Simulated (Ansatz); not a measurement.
The starting structures come from a database of crystals and need not be the phases stable at ambient conditions.

 Where the default PAW files enter, the runs use the earlier of Ansatz's two default sets.

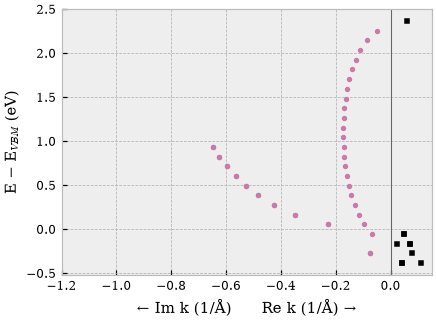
*Complex bands at the centre of the two-dimensional zone; PBEsol (Ansatz, a quantum-chemistry and plane-wave program)*

No gap correction and no spin-orbit coupling; mid-gap values are interpolated between computed energies.

Task: This is CdI2 (P-3m1, not sure to be the ambient phase, 12 atoms a cell, 35.5 Å³ an atom) along the normal of (001). Read off the slowest decay at the centre of the two-dimensional zone at 1.04 eV, the computed energy nearest the middle of the gap.

Result: κ ≈ 0.17 1/Å, a decay length 1/(2κ) of the density of 2.9 Å.
